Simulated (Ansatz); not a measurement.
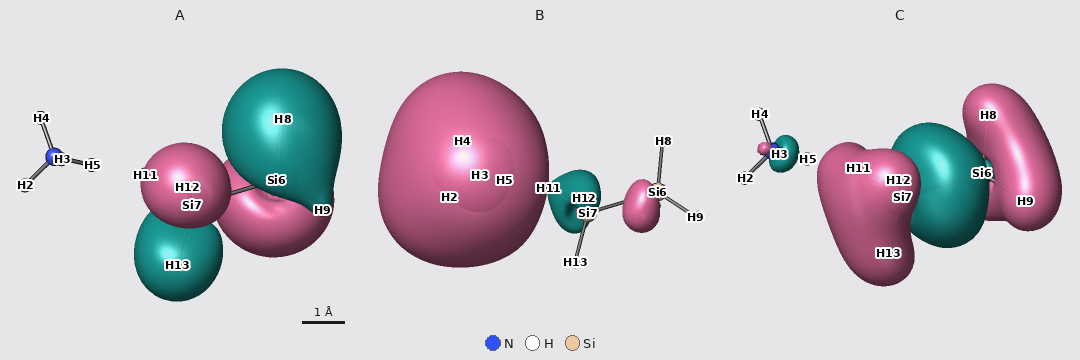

Figure. NH4···H6Si2 (SMILES [NH4+].[SiH3][SiH3]) (charge +1). Three frontier orbitals at ±0.06 Å⁻³ᐟ² (teal and pink are the two phases), in no order.

Geometry: PBE0-D4/def2-TZVP.

Theory: RKS PBE0-D4/def2-TZVPPD in Ansatz.

```xyz
13

N    -0.1671    0.0599   -2.7831
H    -0.7870   -0.6216   -3.2243
H    -0.5829    0.9906   -2.8488
H     0.7363    0.0561   -3.2599
H    -0.0343   -0.1887   -1.7742
Si    0.7127   -0.0722    2.8016
Si   -0.4981    0.0111    0.7969
H     2.0216    0.5790    2.5550
H    -0.0731    0.6614    3.8211
H     0.8813   -1.4991    3.1633
H     0.2833   -0.7116   -0.2869
H    -0.6654    1.3853    0.2382
H    -1.8274   -0.6500    0.8013
```

Order the three orbitals by energy and name them.

A is the HOMO−1 (−12.94 eV). It lies mainly on Si6 (about 35 %), H10 (about 25 %), H8 (about 20 %), Si7 (about 10 %) and H12 (about 5 %). C is the HOMO (−11.96 eV). It lies mainly on Si7 (about 40 %) and Si6 (about 35 %). B is the LUMO (−5.27 eV). Its weight (Hirshfeld) is mainly on H2 (about 20 %), H4 (about 20 %), H3 (about 20 %), N1 (about 20 %), H5 (about 5 %) and Si7 (about 5 %).

What is the HOMO–LUMO gap?

6.69 eV between the orbital energies.
